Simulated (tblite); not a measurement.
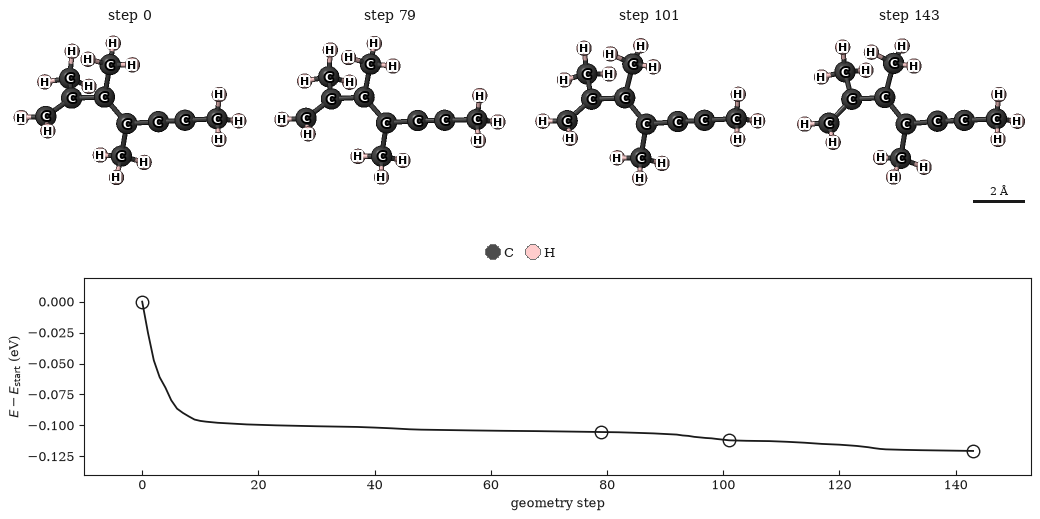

Frames of a relaxation of C₁₀H₁₄, marked on the history of the run. Style: ball-and-stick. Shown at a tilt.

The calculation used tblite 0.8.0, GFN2-xTB geometry optimisation, gas phase. 

**What happens along the run?**

The atom that moves furthest after the best rigid fit is an H atom (0.67 Å). By element the largest moves are H 0.67 Å, C 0.40 Å. Among the contacts that change: C–C 1.444 → 1.417 Å, C–H 1.097 → 1.078 Å, C–C 1.362 → 1.345 Å, C–C 1.494 → 1.502 Å. Bond angles that change, for instance: C–C–H 114.2° → 110.4°, C–C–C 124.6° → 121.3°, H–C–H 106.2° → 109.4°. Groups turn about C–C by about 25°. After 143 geometry steps the energy has fallen by 0.121 eV. From step 0 to 79: an H atom moves most (0.27 Å), energy −0.105 eV. From step 79 to 101: H atoms move most (0.36 Å), energy −0.007 eV. From step 101 to 143: an H atom moves most (0.33 Å), energy −0.009 eV.

```json
{"step": "0", "E − E(0), eV": "0.0000"}
{"step": "1", "E − E(0), eV": "-0.0253"}
{"step": "2", "E − E(0), eV": "-0.0475"}
{"step": "3", "E − E(0), eV": "-0.0610"}
{"step": "4", "E − E(0), eV": "-0.0695"}
{"step": "5", "E − E(0), eV": "-0.0797"}
{"step": "6", "E − E(0), eV": "-0.0865"}
{"step": "7", "E − E(0), eV": "-0.0899"}
{"step": "8", "E − E(0), eV": "-0.0927"}
{"step": "9", "E − E(0), eV": "-0.0953"}
{"step": "10", "E − E(0), eV": "-0.0964"}
{"step": "17", "E − E(0), eV": "-0.0990"}
{"step": "24", "E − E(0), eV": "-0.1000"}
{"step": "31", "E − E(0), eV": "-0.1008"}
{"step": "38", "E − E(0), eV": "-0.1014"}
{"step": "45", "E − E(0), eV": "-0.1029"}
{"step": "52", "E − E(0), eV": "-0.1037"}
{"step": "59", "E − E(0), eV": "-0.1042"}
{"step": "66", "E − E(0), eV": "-0.1045"}
{"step": "73", "E − E(0), eV": "-0.1049"}
{"step": "80", "E − E(0), eV": "-0.1054"}
{"step": "87", "E − E(0), eV": "-0.1063"}
{"step": "94", "E − E(0), eV": "-0.1085"}
{"step": "101", "E − E(0), eV": "-0.1121"}
{"step": "108", "E − E(0), eV": "-0.1127"}
{"step": "115", "E − E(0), eV": "-0.1143"}
{"step": "122", "E − E(0), eV": "-0.1163"}
{"step": "129", "E − E(0), eV": "-0.1195"}
{"step": "136", "E − E(0), eV": "-0.1202"}
{"step": "143", "E − E(0), eV": "-0.1206"}
```
